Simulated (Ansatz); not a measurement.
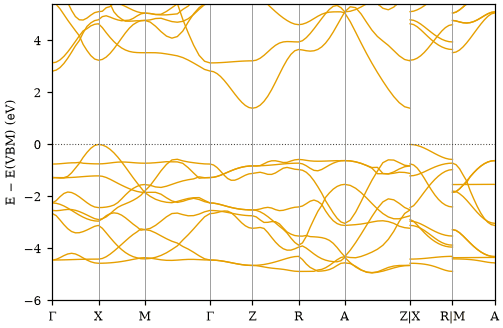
Figure: Band structure from the program Ansatz at the PBEsol level (PAW)

### Question
Read off the gap and where the band edges lie.

### Answer
About 1.4 eV (1.39 eV by a search for the band edges); maximum at X, minimum at Z.

### Question
Which compound is it?
A. CeO2, rutile
B. FeBiO3, P4mm (Fe on 1a, Bi on 1b, O on 1a, O on 2c)
C. ZrGeO3, P4mm (Zr on 1b, Ge on 1a, O on 2c, O on 1b)
D. SnO2, rutile

### Answer
C, ZrGeO3, P4mm (Zr on 1b, Ge on 1a, O on 2c, O on 1b)

The start of the workflow was typed in or built on a structure type; neither database checked (COD, Materials Project) lists it. Whether it is the stable phase at ambient conditions was not checked. The PBEsol relaxation kept the symmetry of its start. At this level the phase is dynamically unstable (imaginary phonons). The run is not spin-polarised. Scalar-relativistic: spin–orbit coupling is off unless named, which matters more the heavier the elements.

Potentials: the later of the program's two PAW sets.
